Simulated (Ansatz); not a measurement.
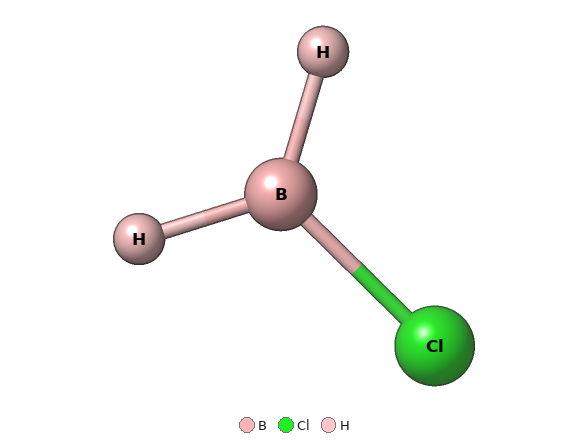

All atoms lie in one plane, which faces the viewer. Computed geometry: PBE0-D4/def2-TZVP optimisation.

Q: Which symmetry elements does this geometry have?

A: It has 1 C2 axis and 2 mirror planes, so the point group is C2v. The group has 4 operations. The geometry is achiral, and symmetry allows a dipole moment.
